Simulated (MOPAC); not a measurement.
**One shape, several levels: H9NOSi3 (SMILES N[SiH2][SiH](O)[SiH3])**

Aim: a comparison of 4 runs (MNDO, PM3, PM6, PM7) of H9NOSi3. 

Program for the calculation: MOPAC 23.2.5.

## (1) The system as given

H9NOSi3: 14 atoms, total charge 0, spin state singlet. SMILES: `N[SiH2][SiH](O)[SiH3]`. The shape comes from a force field and isn't a relaxed structure.

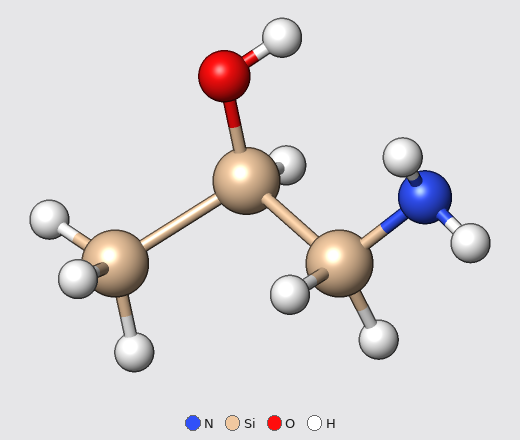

Viewed from a chosen angle; nitrogen blue, silicon light orange, oxygen red, hydrogen white.

## (2) Energy and gradient at MNDO (run 1)

Input file h9nosi3.mop:

```
MNDO 1SCF BONDS DISP GRADIENTS AUX(PRECISION=6) THREADS=1
H9NOSi3

N -2.005300 1 -0.128300 1 1.731300 1
Si -1.270000 1 0.499400 1 0.320800 1
Si 0.495100 1 -0.851100 1 -0.297000 1
O 1.460100 1 -1.303900 1 1.068100 1
Si 1.752300 1 0.442000 1 -1.755600 1
H -2.905200 1 0.471200 1 1.865900 1
H -1.445100 1 0.101600 1 2.538700 1
H -0.783400 1 1.881200 1 0.682300 1
H -2.285700 1 0.596100 1 -0.701400 1
H 0.042100 1 -2.096800 1 -0.911800 1
H 0.920400 1 -1.930200 1 1.691900 1
H 0.930300 1 0.849200 1 -2.885300 1
H 2.171600 1 1.719100 1 -1.085500 1
H 2.909700 1 -0.278600 1 -2.233600 1
```

Command:

```
$ mopac h9nosi3.mop
```

h9nosi3.out:

```text
MOPAC v23.2.5
MNDO CALCULATION RESULTS

 *  MNDO       - The MNDO Hamiltonian to be used
 *  1SCF       - DO 1 SCF AND THEN STOP
 *  THREADS=1  - MULTI-THREADING NOT USED
 *  AUX        - OUTPUT AUXILIARY INFORMATION
 *  GRADIENTS  - ALL GRADIENTS TO BE PRINTED
 *  DISP       - PRINT DISPERSION AND HYDROGEN BOND ENERGIES
 *  BONDS      - FINAL BOND-ORDER MATRIX TO BE PRINTED
MNDO 1SCF BONDS DISP GRADIENTS AUX(PRECISION=6) THREADS=1
 H9NOSi3

[... 34 lines left out ...]
          FINAL HEAT OF FORMATION =        -34.35863 KCAL/MOL =    -143.75651 KJ/MOL
[... 5 lines left out ...]
                              SUM =        -34.35863 KCAL/MOL = FINAL HEAT OF FORMATION
[... 11 lines left out ...]
          MOLECULAR WEIGHT        =        123.3337         POINT GROUP:  C1
[... 105 lines left out ...]
 DIPOLE           X         Y         Z       TOTAL
[... 28 lines left out ...]
            (VALENCIES)   BOND ORDERS

     1  N     (2.861)     7  H 0.972     6  H 0.970     2 Si 0.883     8  H 0.017     3 Si 0.012

     2 Si     (3.487)     1  N 0.883     3 Si 0.877     9  H 0.848     8  H 0.814     4  O 0.019     5 Si 0.014
                         10  H 0.013

     3 Si     (3.710)    10  H 0.907     4  O 0.899     2 Si 0.877     5 Si 0.864     8  H 0.033     9  H 0.027
                         12  H 0.026    13  H 0.025    14  H 0.023     1  N 0.012

[... 20 lines of this table left out ...]
    14  H     (0.889)     5 Si 0.836     3 Si 0.023    12  H 0.015    13  H 0.014

 *                    *
 * JOB ENDED NORMALLY *
 *                    *

 TOTAL JOB TIME:             0.03 SECONDS

 == MOPAC DONE ==
```

Run time: 0.04 s. Hardware: 1 thread of Arm Neoverse N1, shared host.

## (3) Energy and gradient at PM3 (run 2)

Input file job.mop:

```
DISP BONDS GRADIENTS 1SCF PM3 AUX(PRECISION=6) T=10M THREADS=1
H9NOSi3 gradient

N     -2.005300 +1    -0.128300 +1     1.731300 +1
Si    -1.270000 +1     0.499400 +1     0.320800 +1
Si     0.495100 +1    -0.851100 +1    -0.297000 +1
O      1.460100 +1    -1.303900 +1     1.068100 +1
Si     1.752300 +1     0.442000 +1    -1.755600 +1
H     -2.905200 +1     0.471200 +1     1.865900 +1
H     -1.445100 +1     0.101600 +1     2.538700 +1
H     -0.783400 +1     1.881200 +1     0.682300 +1
H     -2.285700 +1     0.596100 +1    -0.701400 +1
H      0.042100 +1    -2.096800 +1    -0.911800 +1
H      0.920400 +1    -1.930200 +1     1.691900 +1
H      0.930300 +1     0.849200 +1    -2.885300 +1
H      2.171600 +1     1.719100 +1    -1.085500 +1
H      2.909700 +1    -0.278600 +1    -2.233600 +1
```

Command:

```
$ mopac job.mop
```

job.out:

```text
MOPAC v23.2.5
PM3 CALCULATION RESULTS

 *  PM3        - The PM3 Hamiltonian to be used
 *  1SCF       - DO 1 SCF AND THEN STOP
 *  THREADS=1  - MULTI-THREADING NOT USED
 *  AUX        - OUTPUT AUXILIARY INFORMATION
 *  GRADIENTS  - ALL GRADIENTS TO BE PRINTED
 *  DISP       - PRINT DISPERSION AND HYDROGEN BOND ENERGIES
 *  BONDS      - FINAL BOND-ORDER MATRIX TO BE PRINTED
DISP BONDS GRADIENTS 1SCF PM3 AUX(PRECISION=6) T=10M THREADS=1
 H9NOSi3 gradient

[... 34 lines left out ...]
          FINAL HEAT OF FORMATION =        -52.95482 KCAL/MOL =    -221.56296 KJ/MOL
[... 5 lines left out ...]
                              SUM =        -52.95482 KCAL/MOL = FINAL HEAT OF FORMATION
[... 11 lines left out ...]
          MOLECULAR WEIGHT        =        123.3337         POINT GROUP:  C1
[... 105 lines left out ...]
 DIPOLE           X         Y         Z       TOTAL
[... 22 lines left out ...]
          BONDING CONTRIBUTION OF EACH M.O.

  0.8746  1.6468  1.8839  1.8718  1.9405  1.8101  1.7143  1.8231  1.2766  1.4342
  1.4249  1.9025  1.7878  1.3971  1.2786  1.5468 -2.1416 -2.0211 -1.9553 -1.9471
 -1.9217 -1.9733 -1.9639 -1.9773 -1.9358 -1.9214 -1.9612 -1.9167 -1.9772

            (VALENCIES)   BOND ORDERS

     1  N     (3.030)     2 Si 1.023     7  H 0.981     6  H 0.973     8  H 0.027     3 Si 0.011

     2 Si     (3.920)     1  N 1.023     9  H 0.959     3 Si 0.936     8  H 0.935     4  O 0.037    14  H 0.012
[... 23 lines of this table left out ...]
    14  H     (0.986)     5 Si 0.971     2 Si 0.012

 *                    *
 * JOB ENDED NORMALLY *
 *                    *

 TOTAL JOB TIME:             0.02 SECONDS

 == MOPAC DONE ==
```

It took 0.04 s on 1 thread of Arm Neoverse N1, shared host.

Run 3 isn't shown in full; the table further down has it.

## (4) Energy and forces at PM7 (run 4)

Input file job.mop:

```
PM7 1SCF DISP GRADIENTS BONDS AUX(PRECISION=9) THREADS=1
H9NOSi3, PM7

N -2.005300 1 -0.128300 1 1.731300 1
Si -1.270000 1 0.499400 1 0.320800 1
Si 0.495100 1 -0.851100 1 -0.297000 1
O 1.460100 1 -1.303900 1 1.068100 1
Si 1.752300 1 0.442000 1 -1.755600 1
H -2.905200 1 0.471200 1 1.865900 1
H -1.445100 1 0.101600 1 2.538700 1
H -0.783400 1 1.881200 1 0.682300 1
H -2.285700 1 0.596100 1 -0.701400 1
H 0.042100 1 -2.096800 1 -0.911800 1
H 0.920400 1 -1.930200 1 1.691900 1
H 0.930300 1 0.849200 1 -2.885300 1
H 2.171600 1 1.719100 1 -1.085500 1
H 2.909700 1 -0.278600 1 -2.233600 1
```

Command:

```
$ mopac job.mop
```

job.out:

```text
MOPAC v23.2.5
PM7 CALCULATION RESULTS

 *  PM7        - The PM7 Hamiltonian to be used
 *  1SCF       - DO 1 SCF AND THEN STOP
 *  THREADS=1  - MULTI-THREADING NOT USED
 *  AUX        - OUTPUT AUXILIARY INFORMATION
 *  GRADIENTS  - ALL GRADIENTS TO BE PRINTED
 *  DISP       - PRINT DISPERSION AND HYDROGEN BOND ENERGIES
 *  BONDS      - FINAL BOND-ORDER MATRIX TO BE PRINTED
PM7 1SCF DISP GRADIENTS BONDS AUX(PRECISION=9) THREADS=1
 H9NOSi3, PM7

[... 36 lines left out ...]
          TOTAL ENERGY            =     -20929.07409 KCAL/MOL = ELECTRONIC ENERGY + CORE-CORE REPULSION
[... 5 lines left out ...]
                              SUM =        -57.00590 KCAL/MOL = FINAL HEAT OF FORMATION
[... 11 lines left out ...]
          MOLECULAR WEIGHT        =        123.3337         POINT GROUP:  C1
[... 107 lines left out ...]
 DIPOLE           X         Y         Z       TOTAL
[... 30 lines left out ...]
            (VALENCIES)   BOND ORDERS

     1  N     (2.927)     2 Si 1.088     7  H 0.900     6  H 0.890     3 Si 0.022     8  H 0.015

     2 Si     (4.124)     1  N 1.088     3 Si 0.977     9  H 0.973     8  H 0.970     4  O 0.028     6  H 0.028
[... 24 lines of this table left out ...]
    14  H     (0.999)     5 Si 0.988

 *                    *
 * JOB ENDED NORMALLY *
 *                    *

 TOTAL JOB TIME:             0.04 SECONDS

 == MOPAC DONE ==
```

It took 0.04 s on 1 thread of Arm Neoverse N1, shared host.

## (5) All runs side by side

| run | level | heat of formation (kcal/mol) | dipole moment (D) | HOMO energy (eV) | LUMO energy (eV) | wall time |
| --- | --- | --- | --- | --- | --- | --- |
| 1 | MNDO | -34.36 | 1.30 | -8.80 | -0.19 | 0.04 s |
| 2 | PM3 | -52.95 | 1.26 | -8.66 | -1.50 | 0.04 s |
| 3 | PM6 | -41.01 | 2.31 | -7.91 | -0.96 | 0.04 s |
| 4 | PM7 | -57.01 | 2.18 | -9.97 | -0.15 | 0.04 s |

## (6) What came out

```
                       quantity           value
            run 4: total energy    -33.35260 Eh
           run 4: dipole moment          2.18 D
             run 4: HOMO energy        -9.97 eV
             run 4: LUMO energy        -0.15 eV
           run 4: HOMO–LUMO gap         9.83 eV
       run 4: dispersion energy    -2.42 kJ/mol
       run 4: heat of formation  -57.0 kcal/mol
run 4: largest force on an atom      3.356 eV/Å
```

The dipole moment runs from 1.26 D (PM3) to 2.31 D (PM6). The HOMO–LUMO gap runs from 6.95 eV (PM6) to 9.83 eV (PM7). All runs together took 0.16 s, the longest 0.04 s.
